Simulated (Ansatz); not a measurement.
Ge (diamond structure), cut as [100] fin, 1.44 nm along [100] by 0.58 nm along [010], dimers on {100} faces

All values below come from PBE (plane waves to 420 eV, PAW; Ansatz, a first-principles code).

k-points: Γ-centred 1×1×5 mesh; occupations: Fermi-Dirac, 0.020 eV; spin polarisation not allowed. Scalar-relativistic, no spin-orbit coupling.

 The relaxation kept the symmetry of its start, so a lower minimum of less symmetry isn't excluded. The period along the axis is held at the bulk value.

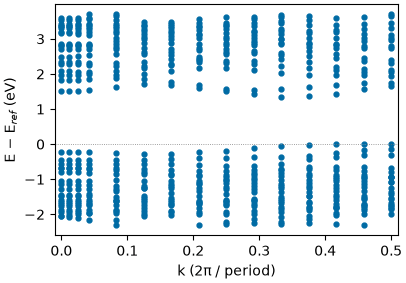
Levels along the axis at 15 k-points, drawn as points, zero at the top of the valence band

Electronic character: not metallic; Kohn-Sham band gap: 1.36 eV. Only levels within the plotted window are shown.
